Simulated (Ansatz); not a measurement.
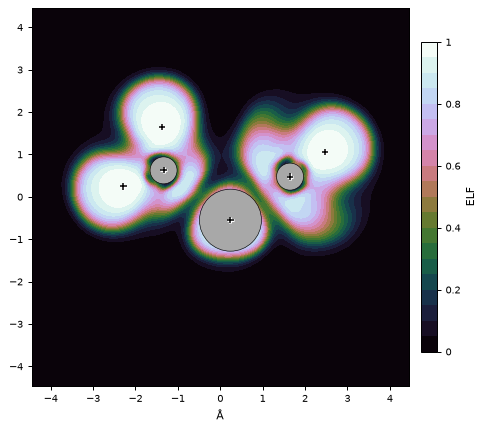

The electron localisation function on a plane through atoms (crosses mark nuclei in the plane; grey discs cover the cores).

Theory: Ansatz, isolated molecule in a Gaussian basis; Kohn-Sham density functional theory, functional PBE0.

Candidates:
A. C2H9N2Nb (SMILES [CH3][Nb]([CH3])(=[NH])[NH2])
B. C2H10InNO (SMILES [CH3][In-]([CH3])([NH3+])[OH])
C. H6O4SiTi (SMILES [OH][Ti]([OH])([OH])[O][SiH3])

> Which candidate gave the map?

Candidate A: C2H9N2Nb on the plane of atoms N3, Nb5 and N4, which holds N, Nb and H. Nb–N (1.74 Å): the ELF peaks at about 0.70 in the valence shell of N, 0.5 Å from its nucleus, and drops to about 0.35 between the two atoms. N–H (1.01 Å): the ELF climbs to about 1 towards the hydrogen, as it does in any bond to H: an ordinary covalent bond to hydrogen.
